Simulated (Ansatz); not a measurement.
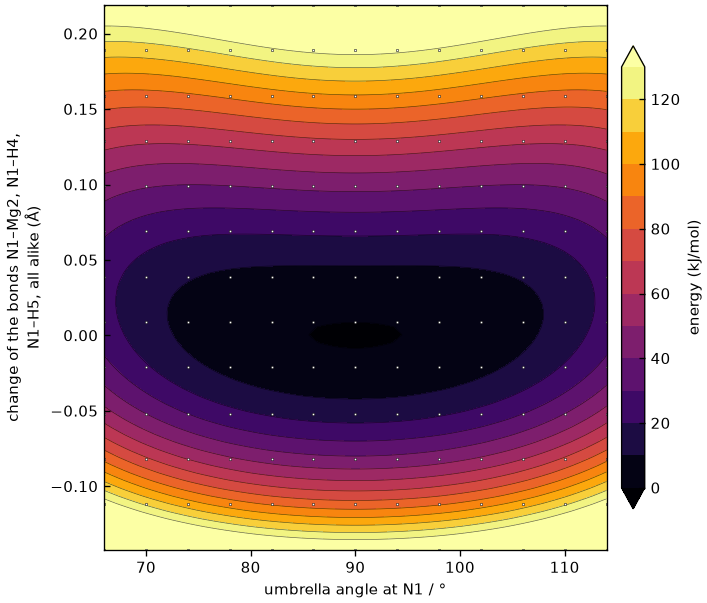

Energy landscape of H4MgNO, SMILES [NH2][Mg][OH2+], charge +1. The first coordinate is: umbrella angle at N1 (between each of its bonds and their common axis; 90 is planar); the second: change of the bonds N1–Mg2, N1–H4, N1–H5, all alike. Nothing is relaxed (all other coordinates rigid). Grid: 13 × 13 points. Points are written as (first, second). Energies: kJ/mol, counted from the lowest grid point. Level of theory: Ansatz, RKS B3LYP-D4/def2-TZVP.

Drawn: filled contours, dots at the grid points, one colour for all values above the top of the scale. Between grid points the surface is interpolated. 

Q: What does the map say about the system?

A: The lowest grid point is at (90°, 0.009 Å). It is the only kind of minimum in the scanned range. The highest grid point, (66°, −0.142 Å), lies 205 kJ/mol above the lowest. Round the minimum the two coordinates are nearly uncoupled.

Each point was launched as `ansatz run input.yaml --threads 1 --pin off --max-ram 2560MiB --backend cpu --events-out ev --progress --plain --runs-dir out`. The whole map (169 points run) took 8.4 min on 1 thread of Arm Neoverse V2, on a shared host.
